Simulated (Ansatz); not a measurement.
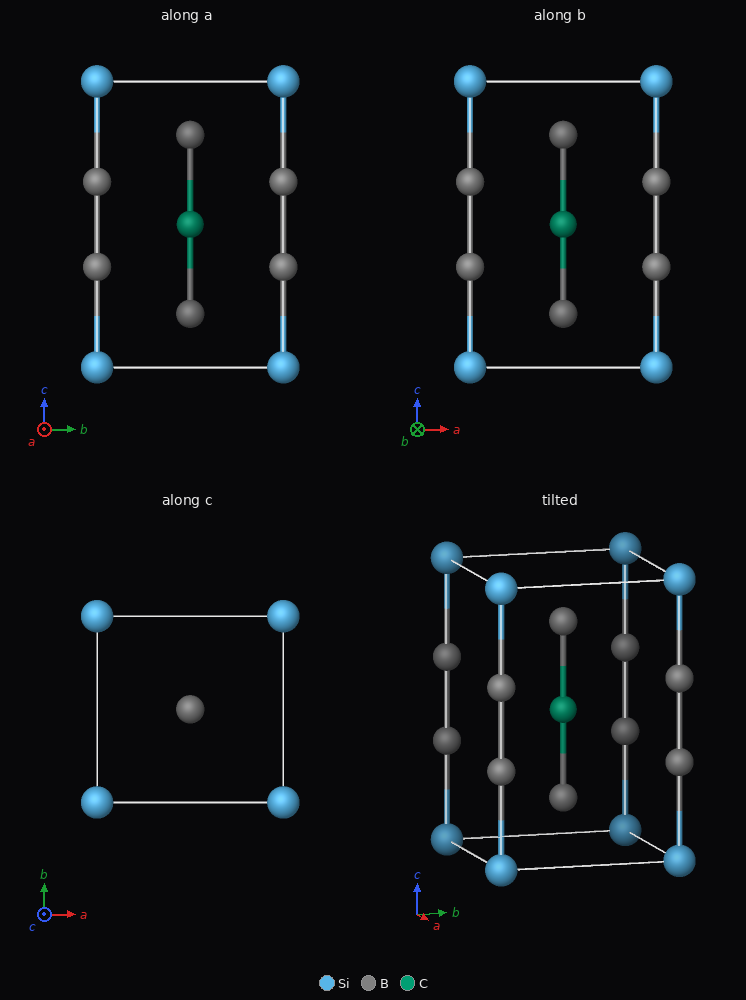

Ball-and-stick representation of a periodic structure, projected along the a axis, along the b axis, along the c axis and slightly off an axis. The conventional unit cell is outlined; an atom on or near a face, edge or corner is repeated at each equivalent position.

Lattice parameters: a = 3.2878 Å, b = 3.2878 Å, c = 5.0457 Å, α = 90.000°, β = 90.000°, γ = 90.000°.

Question: Put the structure into a CIF in P1 with every atom of the cell, with free fractional coordinates to two decimals.

Answer:
```cif
data_structure
_symmetry_space_group_name_H-M 'P 1'
_symmetry_Int_Tables_number 1
_cell_length_a 3.2878
_cell_length_b 3.2878
_cell_length_c 5.0457
_cell_angle_alpha 90.000
_cell_angle_beta 90.000
_cell_angle_gamma 90.000
_cell_volume 54.54
loop_
_atom_site_label
_atom_site_type_symbol
_atom_site_fract_x
_atom_site_fract_y
_atom_site_fract_z
_atom_site_occupancy
Si1 Si 0.00 0.00 0.00 1
B1 B 0.00 0.00 0.65 1
B2 B 0.50 0.50 0.19 1
B3 B 0.50 0.50 0.81 1
B4 B 0.00 0.00 0.35 1
C1 C 0.50 0.50 0.50 1
```

It goes back to a structure type filled with these elements by a generator (whether the compound takes this form wasn't checked). Earlier steps of the study may have refined or changed the cell and positions. It went into a calculation with Ansatz.
